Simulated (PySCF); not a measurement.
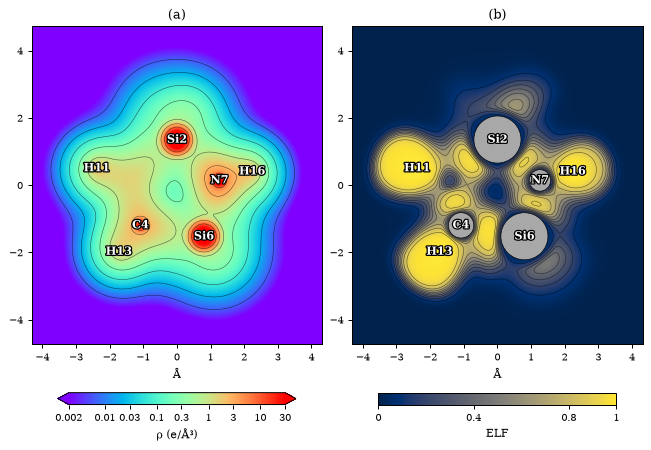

The picture shows: C₂H₉FN₂Si₂. (a) total electron density; (b) ELF on the plane of atoms Si2, N7 and Si6. Grey discs cover the atomic cores in the ELF map.

Geometry: GFN2-xTB.

These are results of PySCF, PBE0/def2-SVPD, SCF density, gas phase, not measurements.

```tsv
atom	x (Å)	y (Å)	z (Å)
N	2.2134	0.9504	-0.1372
Si	0.9754	0.0238	-0.8879
C	-0.6653	0.9682	-0.7338
C	-1.3528	0.5094	0.5448
F	-0.7481	1.1585	1.6291
Si	-1.0714	-1.3736	0.7769
N	0.4170	-1.4334	-0.0895
H	3.1535	0.5940	-0.0894
H	1.9862	1.4486	0.7100
H	1.4306	-0.3206	-2.2310
H	-0.5419	2.0508	-0.7232
H	-1.3162	0.7242	-1.5716
H	-2.3978	0.8358	0.5803
H	-2.1315	-2.1518	0.1255
H	-0.9238	-1.6998	2.1942
H	0.9651	-2.2756	-0.1087
```

### What does the map show?

- The section cuts through Si, C, N and H sites.
- Si–N (1.72 Å): ρ is about 1.1 e/Å³ halfway; the ELF peaks at about 0.90 between the atoms (a polar covalent bond).
- C–Si (1.92 Å): ρ at the midpoint is about 0.95 e/Å³; the ELF peaks at about 1 between the atoms; localised, covalent bonding.
- N–H (1.01 Å): the density is about 2.8 e/Å³ at the midpoint; the ELF climbs to about 1 towards the hydrogen, as it does in any bond to H (a covalent bond by its length).
- C–H (1.10 Å): ρ is about 2 e/Å³ halfway; the ELF climbs to about 1 towards the hydrogen; an ordinary covalent bond to hydrogen.
